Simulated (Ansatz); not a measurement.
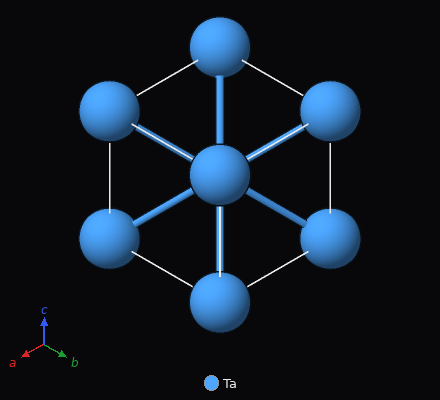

Ta (Im-3m, No. 229): the input geometry of an electronic-structure calculation (not necessarily at equilibrium).

```yaml
crystal:
  lattice:
    - [3.28029, 0.00000, 0.00000]
    - [0.00000, 3.28029, 0.00000]
    - [0.00000, 0.00000, 3.28029]
  atoms:
    - { symbol: Ta, position: [0.00000, 0.00000, 0.00000] }
    - { symbol: Ta, position: [0.50000, 0.50000, 0.50000] }
```

What will an iDPC-like image along [111] show? Simulated as the projected potential of neutral atoms (B = 0.5 Å²) blurred by a 1.30 Å probe, the thin-sample limit of integrated differential phase contrast.

Answer. The columns repeat on a hexagonal net with a repeat of 2.68 Å (plane group p6mm). All columns are alike (Ta). The shortest distance between visible columns is 2.68 Å in projection. Along the beam the structure repeats every 2.84 Å.

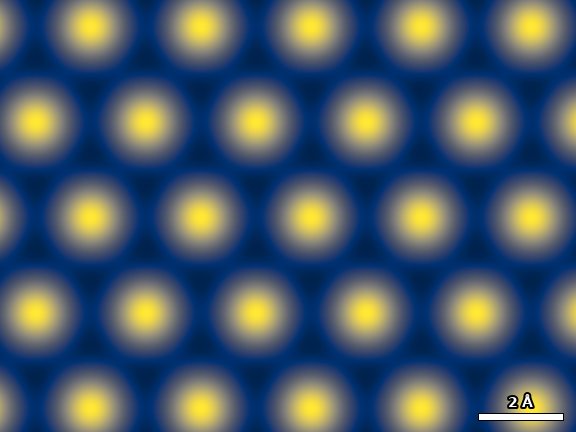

The simulated image.
